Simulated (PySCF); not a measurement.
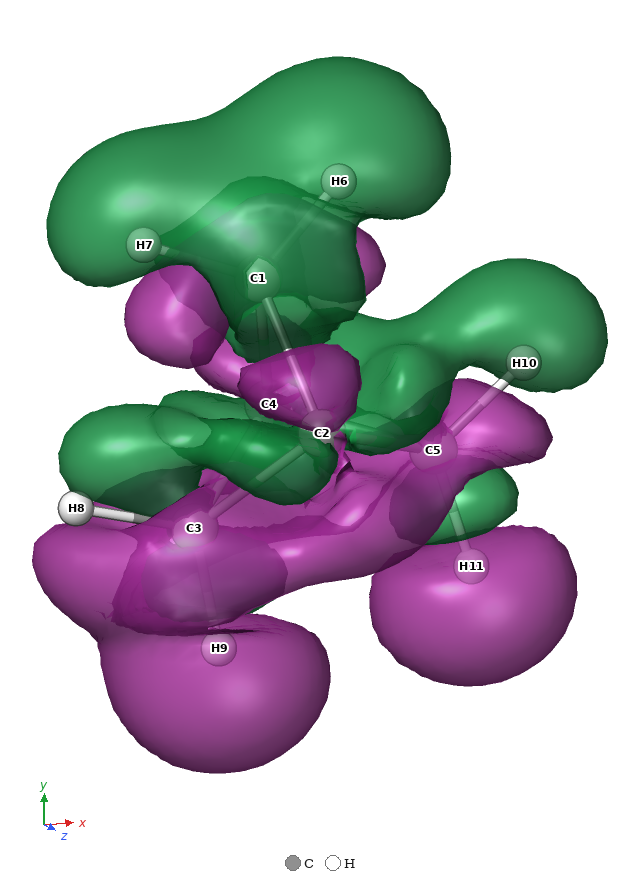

Figure. C5H6, SMILES `C1C23CC13C2`. Change of the electron density in a uniform field of 0.21 V/Å, surfaces at ±0.001 e/Å³ (green: gain, purple: loss).

PySCF calculation, B3LYP/6-31+G*, gas phase; geometry: GFN2-xTB. No frequency check shows the geometry to be a minimum. The basis has diffuse s and p functions alone, which still leaves polarisabilities too small, most of all across bonds.

Geometry (Å), atoms numbered from 1:

```
C1      -0.3315    1.2366    0.0000
C2       0.0001   -0.0002    0.8003
C3      -0.9054   -0.9052   -0.0000
C4       0.0001    0.0001   -0.8003
C5       1.2367   -0.3312    0.0000
H6       0.3889    2.0454    0.0001
H7      -1.3595    1.5770    0.0001
H8      -1.9658   -0.6860   -0.0001
H9      -0.6860   -1.9659   -0.0001
H10      2.0455    0.3888    0.0001
H11      1.5770   -1.3595   -0.0001
```

The field was applied in both directions; the picture shows the one opposite to the script's first.

### Along which Cartesian direction does the field point?

Along −y: electrons gather on the +y side, against the field.

### How large is the response?

The induced dipole is 0.53 D (along the field); α along this axis, from the fields in both directions, is 53 bohr³ (7.8 Å³).

Cost of the run: 25 s on 1 thread of Intel(R) Xeon(R) Platinum 8259CL CPU @ 2.50GHz (Skylake/Cascade Lake), with other jobs on the host, peak memory 0.48 GiB.
